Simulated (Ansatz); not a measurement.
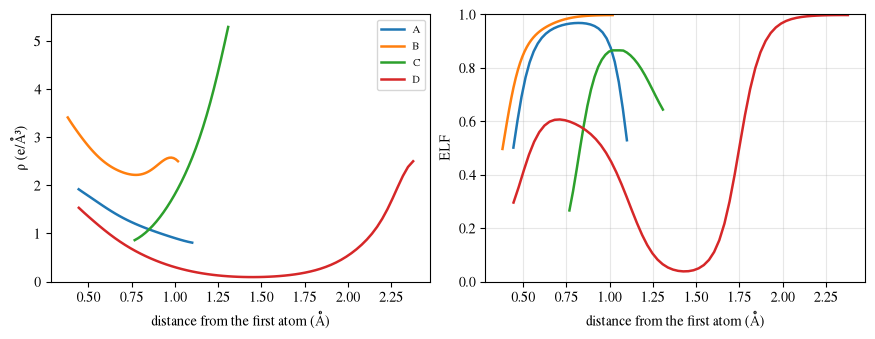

Figure. CH$_{8}$OSi$_{2}$···NH$_{3}$. Electron density and electron localisation function along straight lines between neighbouring atoms. The curves leave out the atomic cores.

The calculation used RKS B3LYP-D4/def2-SVP in Ansatz 0.2.0.

```yaml
atoms:
  - { symbol: Si, position_ang: [-0.0054, 0.7941, 0.7481] }
  - { symbol: N, position_ang: [1.4836, -1.9025, 0.1964] }
  - { symbol: O, position_ang: [-0.2647, 0.4487, -0.8678] }
  - { symbol: Si, position_ang: [-0.4921, 1.0904, -2.3834] }
  - { symbol: H, position_ang: [1.4518, 0.8999, 1.0337] }
  - { symbol: H, position_ang: [-0.6005, 2.1384, 1.0316] }
  - { symbol: H, position_ang: [0.9451, -1.8154, 1.0564] }
  - { symbol: C, position_ang: [-0.8697, -0.4809, 1.8143] }
  - { symbol: H, position_ang: [0.9235, -1.4820, -0.5452] }
  - { symbol: H, position_ang: [2.3132, -1.3184, 0.3059] }
  - { symbol: H, position_ang: [-1.0938, 2.4536, -2.2929] }
  - { symbol: H, position_ang: [0.8155, 1.1847, -3.0952] }
  - { symbol: H, position_ang: [-1.4044, 0.1946, -3.1465] }
  - { symbol: H, position_ang: [-1.8859, -0.1276, 2.0546] }
  - { symbol: H, position_ang: [-0.9767, -1.4560, 1.3202] }
  - { symbol: H, position_ang: [-0.3396, -0.6217, 2.7698] }
```

> Which curve belongs to which contact (C–H, C–Si, N–H and Si–O)? The first atom named is at distance zero.

Curve A: C–Si (1.87 Å): ρ is about 0.98 e/Å³ halfway; the ELF peaks at about 0.95 between the atoms: localised, covalent bonding. Curve B: N–H (1.02 Å): the density is about 2.8 e/Å³ at the midpoint; the ELF climbs to about 1 towards the hydrogen, as it does in any bond to H (an ordinary covalent bond to hydrogen). Curve C: Si–O (1.66 Å): the density is about 1 e/Å³ at the midpoint; the ELF peaks at about 0.85 between the atoms: a shared but strongly polarised pair. Curve D: C8···H7 (2.38 Å): the density falls to about 0.09 e/Å³ on the way; the ELF dips to about 0.05 between them.
